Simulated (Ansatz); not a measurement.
## Electronic structure of BClH4OSi (SMILES OB[SiH2]Cl) in real space

Input file:

```
crystal:
  periodic: [false, false, false]
  atoms:
    - { symbol: O, position_ang: [-1.4678, 1.2207, 0.0365] }
    - { symbol: B, position_ang: [-0.2327, 0.7592, 0.4934] }
    - { symbol: Si, position_ang: [0.6767, -0.5986, -0.533] }
    - { symbol: Cl, position_ang: [1.0479, -2.2861, 0.6747] }
    - { symbol: H, position_ang: [-2.1845, 0.6652, 0.4311] }
    - { symbol: H, position_ang: [0.2449, 1.2029, 1.488] }
    - { symbol: H, position_ang: [2.0483, -0.0811, -0.9319] }
    - { symbol: H, position_ang: [-0.0407, -0.9393, -1.7146] }
basis:
  gaussian: { orbitals: cc-pVDZ }
hamiltonian:
  xc: pbe0
relax:
  f_tol: 0.015
  max_steps: 40
output:
  orbitals: {}
```

Launched as:

```sh
ansatz run input.yaml --threads 1 --pin off --max-ram 2048MiB --backend cpu --events-out ev --progress --plain --runs-dir out
```

The fields are those of the relaxed geometry.

All numbers below come from RKS PBE0/cc-pVDZ (Ansatz).

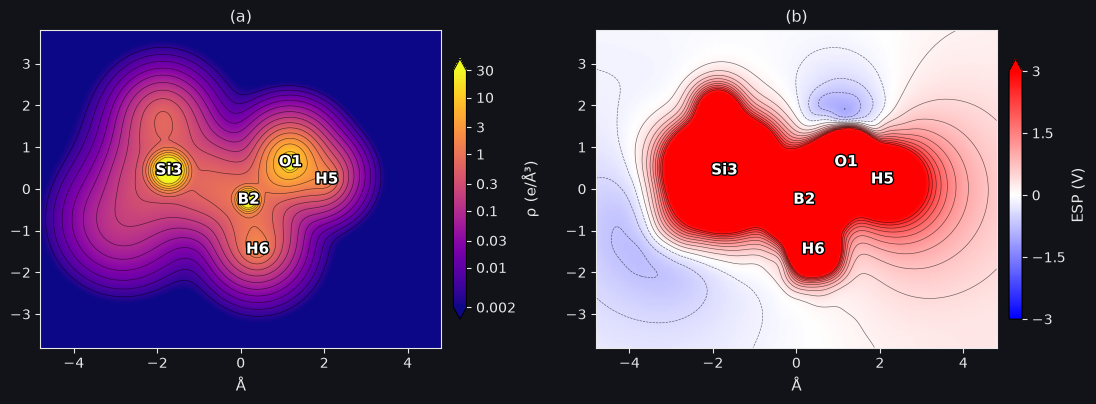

Figure 1. (a) total electron density; (b) electrostatic potential on the plane of atoms O1, B2 and Si3.

What do the fields say about this system?

Answer. The plane passes through O, B, Si and H nuclei.
B–O (1.35 Å): ρ is about 2.1 e/Å³ halfway.
Si–B (2.03 Å): ρ is about 0.79 e/Å³ halfway.
O–H (0.97 Å): ρ is about 3.7 e/Å³ halfway.
B–H (1.21 Å): ρ is about 1.2 e/Å³ halfway.
Outside the dense part of the molecule the potential is most negative (−1.0 V) near O1.

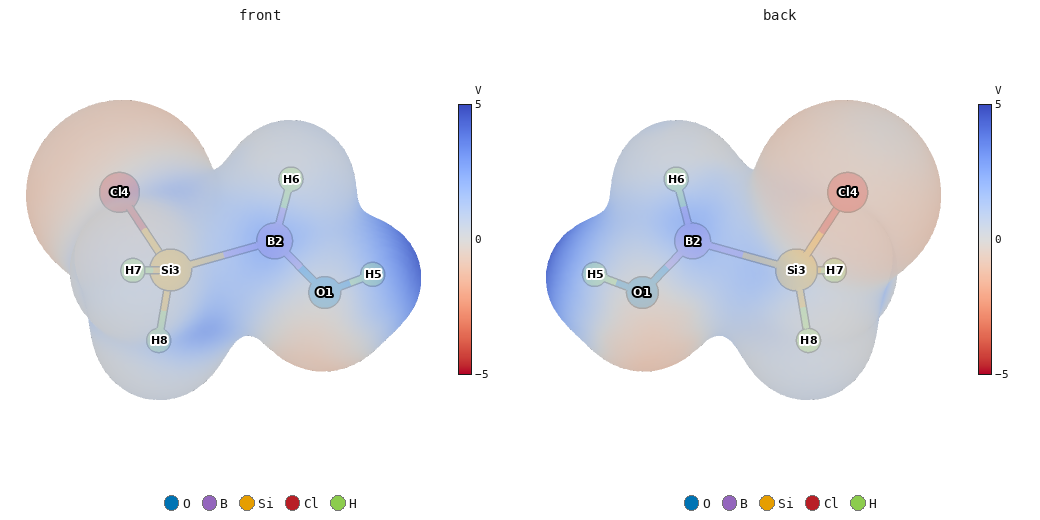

Figure 2. The molecular electrostatic potential painted on the density surface at 0.004 e/bohr³, seen from the front and from behind; red is negative and blue positive.

Describe the electrostatic potential map.

Answer. The most negative region (about −0.9 V) lies over O1, the most positive (about +3.9 V) over H5.

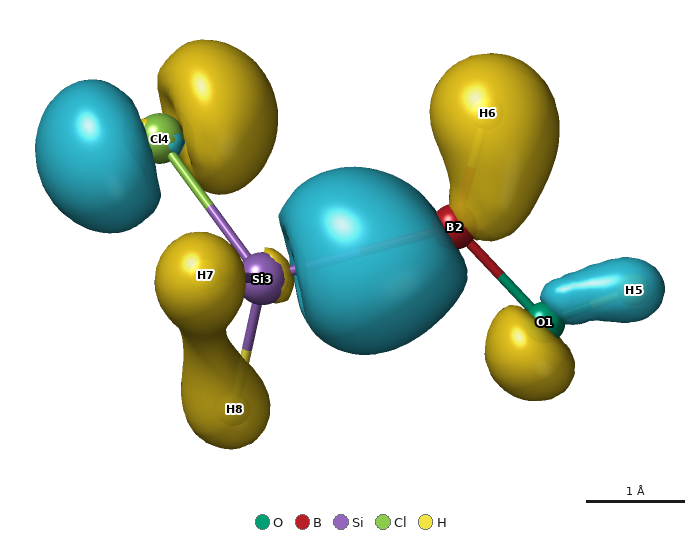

Figure 3. One frontier orbital at ±0.15 Å⁻³ᐟ² (yellow and cyan are the two phases), seen across its widest extent.

Which orbital is it: HOMO or LUMO?

Answer. The HOMO, at −7.83 eV. Its weight (Hirshfeld) is mainly on Cl4 (about 25 %), B2 (about 25 %), Si3 (about 25 %), H6 (about 10 %) and O1 (about 5 %).
